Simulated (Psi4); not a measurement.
# Single-point calculation of BHCl2 (part 2 of 2)

BHCl2, multiplicity 3, SMILES [H]B(Cl)Cl; OMP2/def2-TZVP, UHF (Psi4 1.11). The geometry is that of the parent species in another charge or spin state. The geometry comes from this level: GFN2-xTB.

Geometry of the input (Å):
```
B  -0.0673  -0.1124  0.0012
Cl 1.6334  -0.1458  0.0126
Cl -0.8935  1.3753  -0.0175
H  -0.6726  -1.1172  0.0037
```

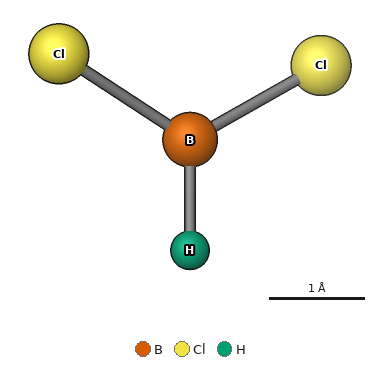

The structure as given in the input (ball-and-stick view, seen at a tilt).

What the program printed, continued:
```
  Module DFOCC Options:
  ----------------------------------------------------------------------------
  ACTIVE                        => (empty)
  BASIS_RELATIVISTIC            => (empty)
  BENCH                         => (empty)
  CC_DIIS_MAX_VECS              => (empty)
  CC_DIIS_MIN_VECS              => (empty)
  CC_LAMBDA                     => (empty)
  CC_MAXITER                    => (empty)
  CC_TYPE                       => (empty)
  CHOLESKY                      => FALSE           !
  CHOLESKY_TOLERANCE            => (empty)
  CI_TYPE                       => (empty)
  COMPUT_S2                     => (empty)
  CUBEPROP_BASIS_FUNCTIONS      => (empty)
  CUBEPROP_FILEPATH             => (empty)
  CUBEPROP_ISOCONTOUR_THRESHOLD => (empty)
  CUBEPROP_ORBITALS             => (empty)
  CUBEPROP_TASKS                => (empty)
  CUBIC_BASIS_TOLERANCE         => (empty)
  CUBIC_BLOCK_MAX_POINTS        => (empty)
  CUBIC_GRID_OVERAGE            => (empty)
  CUBIC_GRID_SPACING            => (empty)
  CUTOFF                        => (empty)
  DDX                           => (empty)
  DEBUG                         => (empty)
  DERTYPE                       => (empty)
  DF_BASIS_CC                   => (empty)
  DIE_IF_NOT_CONVERGED          => (empty)
  DKH_ORDER                     => (empty)
  DOCC                          => (empty)
  DO_DIIS                       => (empty)
  DO_LEVEL_SHIFT                => (empty)
  DO_SCS                        => FALSE           !
  DO_SOS                        => FALSE           !
  E3_SCALE                      => (empty)
  EKT_IP                        => (empty)
  EXTERNAL_POTENTIAL_SYMMETRY   => (empty)
  E_CONVERGENCE                 => 1e-09           !
  FREEZE_CORE                   => (empty)
  FREEZE_CORE_POLICY            => (empty)
  FROZEN_DOCC                   => (empty)
  FROZEN_UOCC                   => (empty)
  HESS_TYPE                     => (empty)
  INTEGRAL_CUTOFF               => (empty)
  INTEGRAL_PACKAGE              => (empty)
  LEVEL_SHIFT                   => (empty)
  LINEQ_SOLVER                  => (empty)
  LITERAL_CFOUR                 => (empty)
  LS_THC_BASIS_TOLERANCE        => (empty)
  LS_THC_DF                     => (empty)
  LS_THC_PRUNING_SCHEME         => (empty)
  LS_THC_RADIAL_POINTS          => (empty)
  LS_THC_SPHERICAL_POINTS       => (empty)
  LS_THC_S_EPSILON              => (empty)
  LS_THC_WEIGHTS_TOLERANCE      => (empty)
  MAT_NUM_COLUMN_PRINT          => (empty)
  MAX_MOGRAD_CONVERGENCE        => (empty)
  MAX_RADIAL_MOMENT             => (empty)
  MBIS_D_CONVERGENCE            => (empty)
  MBIS_MAXITER                  => (empty)
  MBIS_PRUNING_SCHEME           => (empty)
  MBIS_RADIAL_POINTS            => (empty)
  MBIS_SPHERICAL_POINTS         => (empty)
  MOLDEN_WITH_VIRTUAL           => (empty)
  MOLDEN_WRITE                  => (empty)
  MO_DIIS_NUM_VECS              => (empty)
  MO_MAXITER                    => (empty)
  MO_STEP_MAX                   => (empty)
  MP2_AMP_TYPE                  => (empty)
  MP2_OS_SCALE                  => (empty)
  MP2_SOS_SCALE                 => (empty)
  MP2_SOS_SCALE2                => (empty)
  MP2_SS_SCALE                  => (empty)
  MP2_TYPE                      => (empty)
  MP_TYPE                       => (empty)
  NAT_ORBS                      => FALSE           !
  NUM_FROZEN_DOCC               => 11              !
  NUM_FROZEN_UOCC               => (empty)
  NUM_GPUS                      => (empty)
  OCC_ORBS_PRINT                => (empty)
  OEPROP                        => (empty)
  OO_SCALE                      => (empty)
  OPT_METHOD                    => (empty)
  ORBITAL_OPTIMIZER_PACKAGE     => (empty)
  ORB_OPT                       => TRUE            !
  ORB_RESP_SOLVER               => (empty)
  ORTH_TYPE                     => (empty)
  PARENT_SYMMETRY               => (empty)
  PCG_BETA_TYPE                 => (empty)
  PCG_CONVERGENCE               => (empty)
  PCG_MAXITER                   => (empty)
  PCM                           => (empty)
  PE                            => (empty)
  PPL_TYPE                      => (empty)
  PRINT                         => (empty)
  PRINT_NOONS                   => (empty)
  PROPERTIES                    => (empty)
  PROPERTIES_ORIGIN             => (empty)
  PUREAM                        => TRUE            !
  QCHF                          => (empty)
  QC_MODULE                     => (empty)
  RAS1                          => (empty)
  RAS2                          => (empty)
  RAS3                          => (empty)
  RAS4                          => (empty)
  READ_SCF_3INDEX               => (empty)
  REGULARIZATION                => (empty)
  REG_PARAM                     => (empty)
  RELATIVISTIC                  => (empty)
  REMP_A                        => (empty)
  RESTRICTED_DOCC               => (empty)
  RESTRICTED_UOCC               => (empty)
  RMS_MOGRAD_CONVERGENCE        => (empty)
  R_CONVERGENCE                 => (empty)
  SCF_TYPE                      => PK              !
  SCREENING                     => (empty)
  SCS_TYPE                      => (empty)
  SOCC                          => (empty)
  SOS_TYPE                      => (empty)
  TRIPLES_IABC_TYPE             => (empty)
  WFN                           => (empty)
  WFN_TYPE                      => DF-OMP2         !
  WRITER_FILE_LABEL             => (empty)
  ZORA_BASIS_TOLERANCE          => (empty)
  ZORA_NR_DEBUG                 => (empty)
  ZORA_PRUNING_SCHEME           => (empty)
  ZORA_RADIAL_POINTS            => (empty)
  ZORA_SPHERICAL_POINTS         => (empty)

	Warning: cc_lambda option is changed to TRUE
	For this residual convergence, default PCG convergence is:     1.00e-07
	For this energy convergence, default RMS orbital gradient is:     3.16e-07
	For this energy convergence, default MAX orbital gradient is:     2.00e-06

 ==============================================================================
 ==============================================================================
 ==============================================================================

                      DF-OMP2 (DF-OO-MP2)

 ==============================================================================
 ==============================================================================
 ==============================================================================

	MO Hessian type is changed to 'APPROX_DIAG'
	MO spaces...

	 FC   AOCC   BOCC  AVIR   BVIR   FV
	------------------------------------------
	 11    10     8    90     92     0
	Number of basis functions in the DF-HF basis: 349
	Number of basis functions in the DF-CC basis: 317

	Minimum required memory for amplitudes:     18.54 MB

	Computing DF-MP2 energy using SCF MOs (Canonical DF-MP2)...
	=======================================================================
	Nuclear Repulsion Energy (a.u.)    :   114.16785319931485
	DF-HF Energy (a.u.)                :  -944.14481737963297
	REF Energy (a.u.)                  :  -944.14481737963297
	Alpha-Alpha Contribution (a.u.)    :    -0.06735101602244
	Alpha-Beta Contribution (a.u.)     :    -0.34870891990485
	Beta-Beta Contribution (a.u.)      :    -0.05705941852531
	Scaled_SS Correlation Energy (a.u.):    -0.04147014484925
	Scaled_OS Correlation Energy (a.u.):    -0.41845070388582
	DF-SCS-MP2 Total Energy (a.u.)     :  -944.60473822836809
	DF-SOS-MP2 Total Energy (a.u.)     :  -944.59813897550930
	DF-SCS(N)-MP2 Total Energy (a.u.)  :  -944.36377974443701
	DF-MP2 Correlation Energy (a.u.)   :    -0.47311935445260
	DF-MP2 Total Energy (a.u.)         :  -944.61793673408556
	=======================================================================

	Number of alpha independent-pairs:2000
	Number of beta independent-pairs :1836

 ==============================================================================
 ================ Performing DF-OMP2 iterations... ============================
 ==============================================================================
	            Minimizing DF-MP2-L Functional
	            ------------------------------
 Iter       E_total           DE           RMS MO Grad      MAX MO Grad      RMS T2
 ----    ---------------    ----------     -----------      -----------     ----------
	successfully fired up coupled DIIS...
   1     -944.6235112851     -5.53e-03       1.13e-03         2.46e-02        1.86e-05
   2     -944.6252968676     -1.79e-03       7.76e-04         2.31e-02        9.79e-06
   3     -944.6265194105     -1.22e-03       4.88e-04         1.69e-02        1.07e-05
   4     -944.6270583970     -5.39e-04       3.71e-04         1.42e-02        6.75e-06
   5     -944.6275290182     -4.71e-04       2.24e-04         8.24e-03        8.69e-06
   6     -944.6276557041     -1.27e-04       1.60e-04         5.72e-03        3.87e-06
   7     -944.6277508471     -9.51e-05       7.89e-05         2.66e-03        4.75e-06
   8     -944.6277756980     -2.49e-05       4.62e-05         1.07e-03        2.46e-06
   9     -944.6277847203     -9.02e-06       2.90e-05         5.09e-04        1.37e-06
  10     -944.6277871877     -2.47e-06       1.94e-05         3.94e-04        5.84e-07
  11     -944.6277881647     -9.77e-07       1.40e-05         3.11e-04        2.59e-07
  12     -944.6277886714     -5.07e-07       1.05e-05         2.41e-04        1.95e-07
  13     -944.6277890030     -3.32e-07       7.91e-06         2.09e-04        1.48e-07
  14     -944.6277893353     -3.32e-07       6.33e-06         1.88e-04        2.04e-07
  15     -944.6277894743     -1.39e-07       5.72e-06         1.76e-04        1.20e-07
  16     -944.6277896555     -1.81e-07       4.57e-06         1.56e-04        2.12e-07
  17     -944.6277897366     -8.11e-08       3.94e-06         1.44e-04        1.31e-07
  18     -944.6277898231     -8.66e-08       3.27e-06         1.26e-04        1.87e-07
  19     -944.6277898540     -3.09e-08       3.03e-06         1.18e-04        7.84e-08
  20     -944.6277898986     -4.46e-08       2.70e-06         1.05e-04        1.25e-07
  21     -944.6277899593     -6.07e-08       2.22e-06         8.61e-05        1.88e-07
  22     -944.6277899871     -2.79e-08       1.98e-06         7.56e-05        1.04e-07
  23     -944.6277900299     -4.28e-08       1.59e-06         5.36e-05        2.16e-07
  24     -944.6277900321     -2.17e-09       1.57e-06         5.22e-05        1.43e-08
  25     -944.6277900474     -1.53e-08       1.35e-06         4.17e-05        1.02e-07
  26     -944.6277900542     -6.75e-09       1.22e-06         3.63e-05        5.23e-08
  27     -944.6277900667     -1.25e-08       8.55e-07         2.53e-05        1.07e-07
  28     -944.6277900692     -2.55e-09       6.89e-07         2.30e-05        2.50e-08
  29     -944.6277900765     -7.25e-09       3.95e-07         1.00e-05        1.26e-07
  30     -944.6277900768     -2.94e-10       4.20e-07         9.03e-06        1.42e-08
  31     -944.6277900777     -9.04e-10       3.94e-07         8.56e-06        3.82e-08
  32     -944.6277900777     -3.98e-12       3.91e-07         8.60e-06        1.15e-09
  33     -944.6277900783     -6.05e-10       3.15e-07         6.89e-06        2.87e-08
  34     -944.6277900786     -2.75e-10       2.26e-07         4.90e-06        2.74e-08
  35     -944.6277900787     -1.27e-10       1.45e-07         3.37e-06        7.19e-09
  36     -944.6277900788     -4.57e-11       9.47e-08         2.47e-06        3.43e-09
  37     -944.6277900788     -6.30e-11       6.49e-08         1.82e-06        7.03e-09
  38     -944.6277900788     -2.83e-11       4.62e-08         1.25e-06        4.62e-09
  39     -944.6277900789     -1.89e-11       2.93e-08         7.25e-07        1.04e-08
  40     -944.6277900788      1.74e-11       4.03e-08         1.18e-06        1.08e-08
  41     -944.6277900789     -1.90e-11       2.38e-08         5.44e-07        8.65e-09
  42     -944.6277900789      8.19e-12       2.72e-08         7.69e-07        7.00e-09

 ==============================================================================
 ======================== DF-OMP2 ITERATIONS ARE CONVERGED ====================
 ==============================================================================

	Computing MP2 energy using optimized MOs...
	=======================================================================
	Nuclear Repulsion Energy (a.u.)    :   114.16785319931485
	DF-HF Energy (a.u.)                :  -944.14481737963297
	REF Energy (a.u.)                  :  -944.13698339281234
	Alpha-Alpha Contribution (a.u.)    :    -0.06912402442564
	Alpha-Beta Contribution (a.u.)     :    -0.36178617280049
	Beta-Beta Contribution (a.u.)      :    -0.05989648810071
	Scaled_SS Correlation Energy (a.u.):    -0.04300683750878
	Scaled_OS Correlation Energy (a.u.):    -0.43414340736058
	DF-SCS-MP2 Total Energy (a.u.)     :  -944.61413363768168
	DF-SOS-MP2 Total Energy (a.u.)     :  -944.57112680017292
	DF-SCS(N)-MP2 Total Energy (a.u.)  :  -944.36405949485868
	DF-MP2 Correlation Energy (a.u.)   :    -0.48297269850616
	DF-MP2 Total Energy (a.u.)         :  -944.62779007813913
	=======================================================================

	=======================================================================
	================ DF-OMP2 FINAL RESULTS ================================
	=======================================================================
	Nuclear Repulsion Energy (a.u.)    :   114.16785319931485
	DF-HF Energy (a.u.)                :  -944.14481737963297
	REF Energy (a.u.)                  :  -944.13698339281234
	DF-SCS-OMP2 Total Energy (a.u.)    :  -944.61413363768168
	DF-SOS-OMP2 Total Energy (a.u.)    :  -944.57112680017292
	DF-SCS(N)-OMP2 Total Energy (a.u.) :  -944.36405949485868
	DF-OMP2 Correlation Energy (a.u.)  :    -0.48297269922443
	Edfomp2 - Eref (a.u.)              :    -0.49080668604506
	DF-OMP2 Total Energy (a.u.)        :  -944.62779007885740
	=======================================================================

	total time  =         94 seconds =       1.57 minutes
```

Standard output:
```
energy: -25704.631445 eV
```
